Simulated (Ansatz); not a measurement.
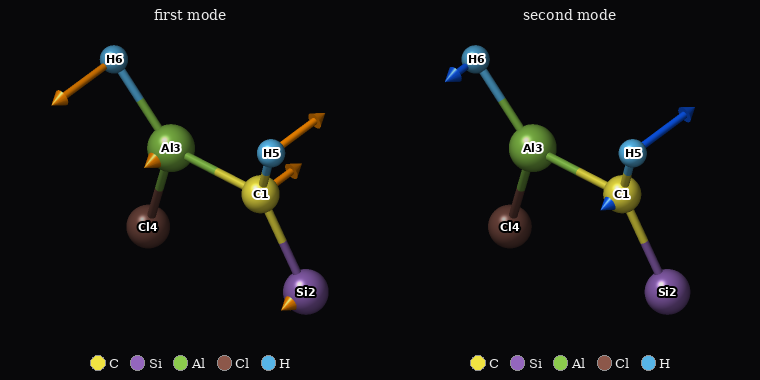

The system is CH2AlClSi; the picture shows the reference structure; its two panels give the patterns of the first and the second mode as arrows. Coordinates scanned: (1) normal mode 2 (105 cm⁻¹); (2) normal mode 6 (571 cm⁻¹). Nothing is relaxed (straight displacements along the two mass-weighted modes). Grid: 9 × 9 points. Points are written as (first, second). Energies: cm⁻¹, counted from the lowest grid point. These are results of RKS B3LYP-D4/def2-TZVP (Ansatz 0.2.0), not measurements.

Its coordinates:

```xyz
6

C     0.6597    0.4991   -0.7411
Si   -0.3675    0.4955   -2.0908
Al   -0.1967   -0.3159    0.7608
Cl   -2.1760   -1.0287    0.4262
H     1.6679    0.8540   -0.5489
H     0.4126   -0.5041    2.1938
```

Range: normal mode 2 (105 cm⁻¹) from −1.217 to 1.217 amu½·Å; normal mode 6 (571 cm⁻¹) from −0.552 to 0.552 amu½·Å.

Q: What will the energy surface look like?

A: The lowest grid point is at (0.000 amu½·Å, 0.000 amu½·Å). No other kind of well shows on this grid. The highest grid point, (−1.217 amu½·Å, −0.552 amu½·Å), lies 5125 cm⁻¹ above the lowest.

```tsv
normal mode 6 (571 cm⁻¹) ↓, normal mode 2 (105 cm⁻¹) →	−1.217	−0.912	−0.608	−0.304	0.000	0.304	0.608	0.912	1.217
0.552	2330	2217	2271	2452	2734	3115	3611	4260	5112
0.414	1387	1173	1112	1160	1291	1503	1815	2269	2919
0.276	857	595	472	439	469	559	727	1017	1488
0.138	582	310	170	110	98	127	213	399	744
0.000	513	226	80	17	0	15	77	221	506
−0.138	753	405	217	129	99	110	168	306	577
−0.276	1498	1025	732	562	471	440	471	594	854
−0.414	2931	2278	1822	1507	1294	1162	1113	1173	1386
−0.552	5125	4270	3619	3120	2738	2455	2274	2218	2331
```

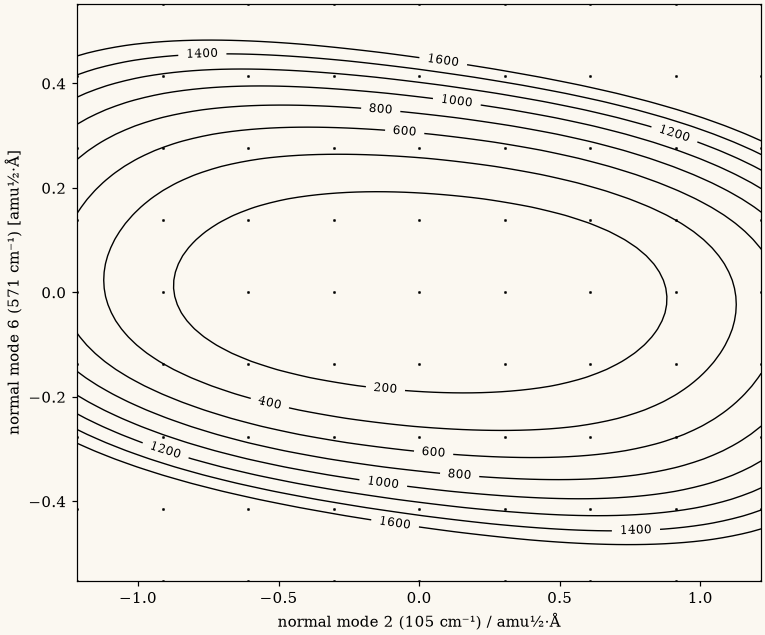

Drawn: contour lines labelled in cm⁻¹ (none above 1600), dots at the grid points. Between grid points the surface is interpolated.

Each point was launched as `ansatz run input.yaml --threads 1 --pin off --max-ram 2560MiB --backend cpu --events-out ev --progress --plain --runs-dir out`. The whole map (81 points run) took 14 min on 1 thread of Arm Neoverse V1, on a shared host.
